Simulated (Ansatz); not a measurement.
System: AlBrF2H2O2.

```xyz
8

Al    0.0650   -1.1065   -0.0362
Br    0.9532   -0.3525   -2.0175
F    -1.5587   -1.5407   -0.0522
F     1.1111   -1.8702    1.0167
H     0.7002    1.4967   -0.5819
O     0.3880    1.8217    0.3144
O    -0.3565    0.6606    0.7557
H    -1.3024    0.8908    0.6009
```

The calculation used RKS PBE/def2-SVP in Ansatz.

Predict the electron density and electron localisation function between the atoms.

Answer. Al–F (1.68 Å): the density is about 0.76 e/Å³ at the midpoint; the ELF peaks at about 0.90 in the valence shell of F, 0.5 Å from its nucleus, and is about 0.20 at the midpoint.
Al–O (1.98 Å): ρ at the midpoint is about 0.44 e/Å³; the ELF peaks at about 0.90 in the valence shell of O, 0.6 Å from its nucleus, and is about 0.50 at the midpoint.

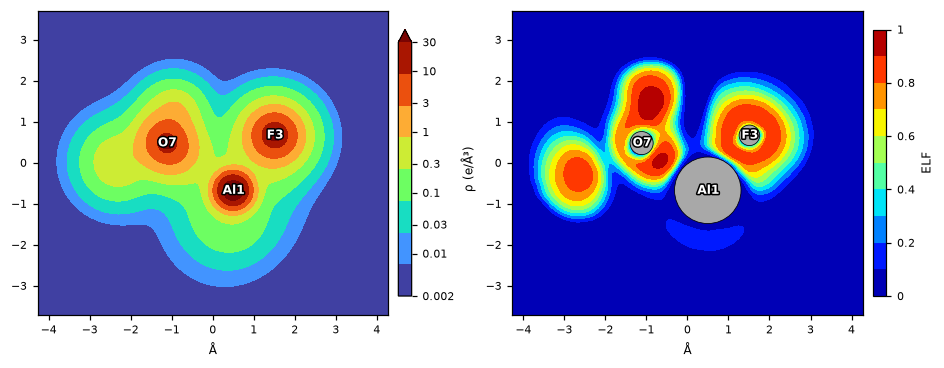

Computed electron density and electron localisation function on the plane of atoms F3, Al1 and O7, in this order. Grey discs cover the atomic cores in the ELF map. 
